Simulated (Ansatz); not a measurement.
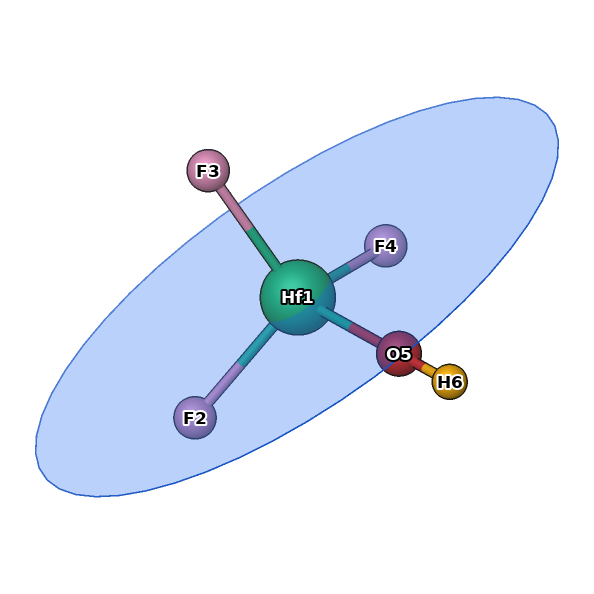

A disc through the centre of mass is drawn in. Atoms fade into the background with distance from the viewer. The species is neutral and a spin singlet. The computed structure is the end point of a PBE0-D4/def2-TZVP optimisation.

Is the plane of the disc a mirror plane of the structure?

No. The point group is Cs, with 1 mirror plane, and this plane isn't one of its mirror planes.
